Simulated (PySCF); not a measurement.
**C$_{4}$H$_{13}$NSi$_{2}$: density, localisation and related maps**

```yaml
atoms:
  - { symbol: Si, position_ang: [2.9969, 0.2284, -0.9335] }
  - { symbol: C, position_ang: [1.6479, -0.9284, -0.2830] }
  - { symbol: Si, position_ang: [0.3112, -0.0429, 0.7270] }
  - { symbol: C, position_ang: [-1.3077, -0.9930, 1.0505] }
  - { symbol: C, position_ang: [-2.2927, -0.3774, 0.0587] }
  - { symbol: C, position_ang: [-1.9339, 1.0968, -0.1012] }
  - { symbol: N, position_ang: [-0.4918, 1.1416, -0.2254] }
  - { symbol: H, position_ang: [3.6378, 0.9108, 0.1937] }
  - { symbol: H, position_ang: [2.4345, 1.2295, -1.8423] }
  - { symbol: H, position_ang: [4.0128, -0.5433, -1.6593] }
  - { symbol: H, position_ang: [1.1987, -1.4605, -1.1205] }
  - { symbol: H, position_ang: [2.1085, -1.6852, 0.3499] }
  - { symbol: H, position_ang: [0.8797, 0.4400, 2.0022] }
  - { symbol: H, position_ang: [-1.2504, -2.0709, 0.9203] }
  - { symbol: H, position_ang: [-1.6472, -0.8118, 2.0695] }
  - { symbol: H, position_ang: [-2.1761, -0.8652, -0.9103] }
  - { symbol: H, position_ang: [-3.3298, -0.4935, 0.3782] }
  - { symbol: H, position_ang: [-2.2845, 1.6658, 0.7723] }
  - { symbol: H, position_ang: [-2.4018, 1.5237, -0.9942] }
  - { symbol: H, position_ang: [-0.1172, 2.0462, -0.4557] }
```

Geometry: GFN2-xTB.

These are results of PBE0/pcSseg-1, SCF density, gas phase, non-relativistic (PySCF), not measurements.

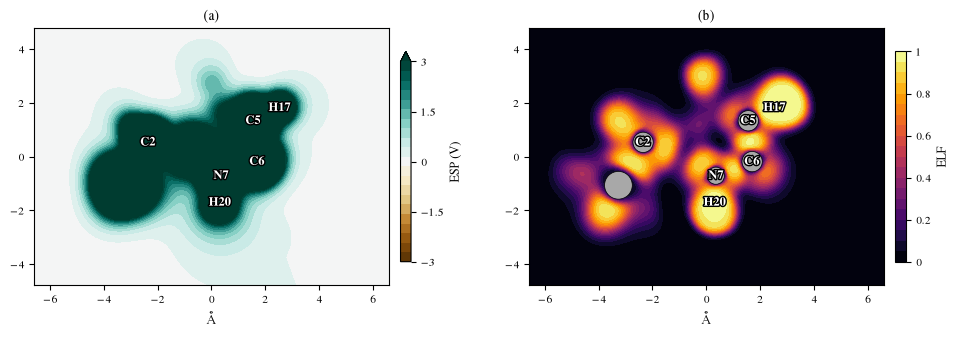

Figure 1. (a) molecular electrostatic potential; (b) ELF on the plane of atoms C5, C6 and N7. Grey discs cover the atomic cores in the ELF map.

**Describe what can be read from this map.**

- The plane passes through C, N and H nuclei.
- C–N (1.45 Å): the ELF peaks at about 0.90 between the atoms (localised, covalent bonding).
- C–C (1.53 Å): the ELF peaks at about 0.95 between the atoms: a covalent bond.
- N–H (1.01 Å): the ELF climbs to about 1 towards the hydrogen, as it does in any bond to H; an ordinary covalent bond to hydrogen.
- C–H (1.09 Å): the ELF climbs to about 1 towards the hydrogen: a covalent bond by its length.
- The potential has no marked negative region in this plane.

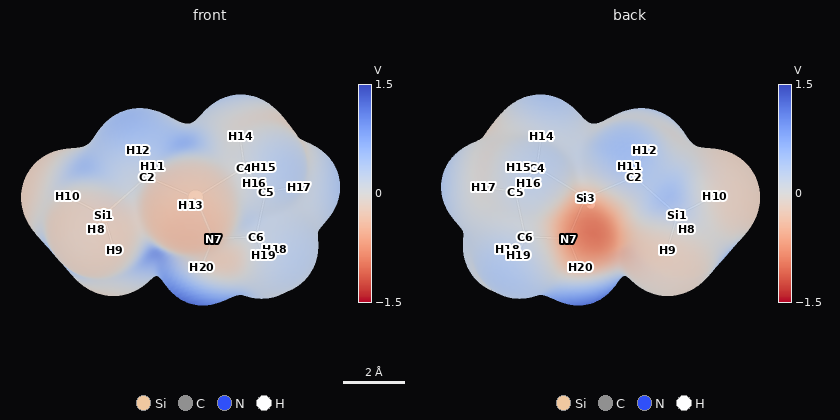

Figure 2. The electrostatic potential painted on the density surface at 0.001 e/bohr³, seen from the front and from behind; red is negative and blue positive.

**Which sites attract a positive test charge, and which a negative one?**

A positive charge is drawn to the negative regions and a negative charge to the positive ones. The most negative region (about −0.9 V, or −21 kcal/mol for a unit charge) lies over N7, the most positive (about +1.1 V, or +25 kcal/mol for a unit charge) over H20.
